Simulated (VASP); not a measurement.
Band structure of CsPbCl₃ (cubic perovskite). All values below come from rev-vdW-DF2, VASP's PBE PAW potentials (set 64) (plane waves; VASP).

Unless said otherwise, spin-orbit coupling is left out, though it shifts the bands of the heavy elements here.

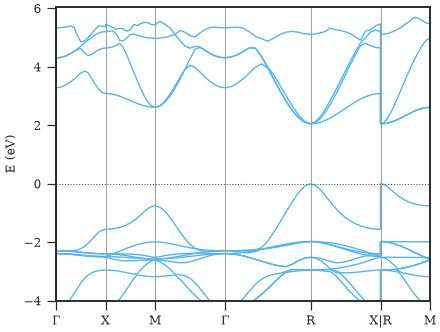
Figure. Bands along high-symmetry lines, zero at the valence-band maximum or, without a gap, the Fermi level

**Question.** Read the plot: is there a gap, and where are the band edges?

**Answer.** The gap is direct, 2.05 eV, from the valence maximum at R to the conduction minimum at R. (Edges off the drawn lines would not show.)

The compound is CsPbCl3 in the cubic perovskite structure, the ideal cubic form; the compound distorts at low or room temperature. It was relaxed first.
